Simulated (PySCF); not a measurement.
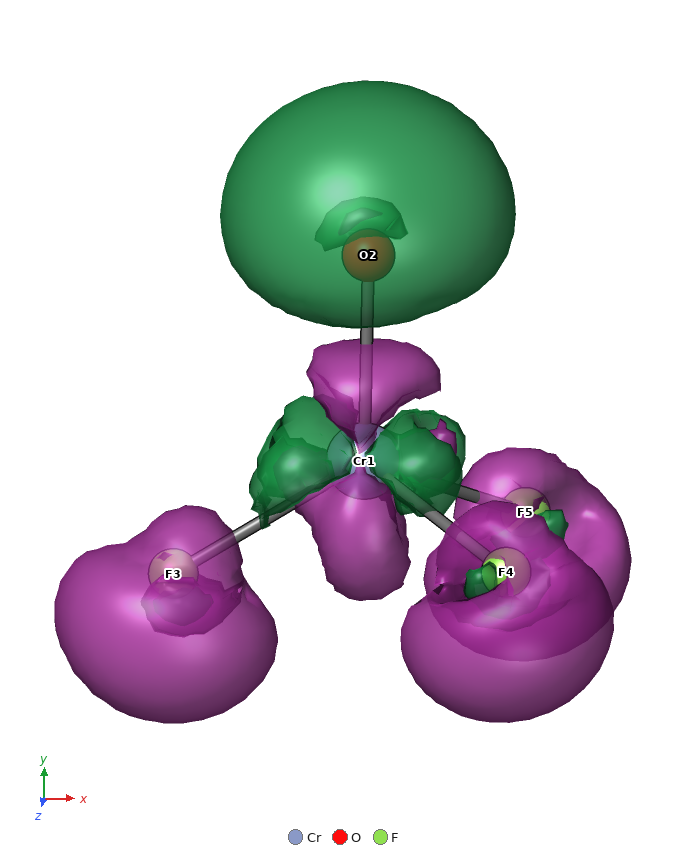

*CrF3O, doublet. Change of the electron density in a uniform field of 0.51 V/Å, surfaces at ±0.004 e/Å³ (green: gain, purple: loss).*

Level of theory: BP86/def2-SVPD (PySCF), at a geometry from GFN2-xTB. This is a single-reference result, which may miss multireference character in this system. No frequency check shows the geometry to be a minimum. The stability of the open-shell solution wasn't checked. GFN2-xTB bond lengths at metals and heavier atoms can be off by up to 0.1 Å and shapes distorted, which carries into these values. GFN2-xTB doesn't know the spin state, so this open-shell geometry is rough.

Along which Cartesian direction does the field point?

Along −y: electrons gather on the +y side, against the field.

What dipole is induced, and what polarisability does it imply?

The induced dipole is 1.08 D (along the field); α along this axis, from the fields in both directions, is 42 bohr³ (6.3 Å³).

Which atoms gain and lose the most charge?

Electrons gather most on O2 (Hirshfeld charge changes by −0.053 e) and leave F3 most (+0.021 e); 0.093 electrons are displaced in all.
